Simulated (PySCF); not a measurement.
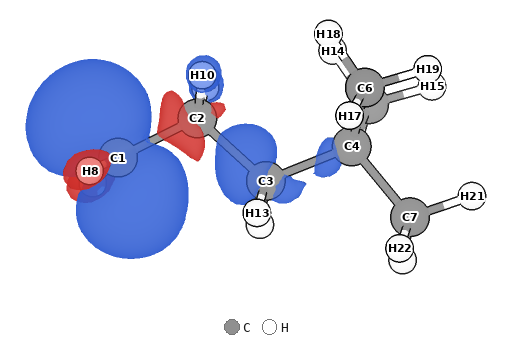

*C7H15 (SMILES [CH2]CCC(C)(C)C) (doublet). Isosurfaces of the spin density (α minus β) at +0.015 (blue) and −0.015 e/Å³ (red), seen across its widest extent.*

Geometry: GFN2-xTB.

All numbers below come from UKS B3LYP, pcH-1 on C H, non-relativistic, mean-field spin-orbit, GIAO in PySCF 2.14.0, density-fitted response routines.

| atom | x (Å) | y (Å) | z (Å) |
| --- | --- | --- | --- |
| C | 3.0778 | 0.3105 | 0.1694 |
| C | 1.7377 | -0.1743 | 0.5313 |
| C | 0.6576 | 0.4223 | -0.4074 |
| C | -0.7885 | -0.0176 | -0.1190 |
| C | -0.9432 | -1.5326 | -0.2671 |
| C | -1.2236 | 0.4074 | 1.2851 |
| C | -1.6931 | 0.6736 | -1.1467 |
| H | 3.4345 | 1.2530 | 0.5378 |
| H | 3.6424 | -0.1746 | -0.6034 |
| H | 1.5008 | 0.1173 | 1.5563 |
| H | 1.7007 | -1.2622 | 0.4495 |
| H | 0.9113 | 0.1446 | -1.4330 |
| H | 0.7141 | 1.5109 | -0.3372 |
| H | -0.3848 | -2.0609 | 0.5014 |
| H | -1.9903 | -1.8126 | -0.1727 |
| H | -0.5883 | -1.8610 | -1.2418 |
| H | -1.0690 | 1.4749 | 1.4280 |
| H | -0.6658 | -0.1296 | 2.0479 |
| H | -2.2802 | 0.1922 | 1.4300 |
| H | -1.4152 | 0.3869 | -2.1585 |
| H | -2.7325 | 0.3958 | -0.9869 |
| H | -1.6129 | 1.7552 | -1.0635 |

Question: Where is the unpaired spin?

Answer: The unpaired spin (1 electron) lies mostly on C1 (about 0.7), in electrons by Hirshfeld's partition.
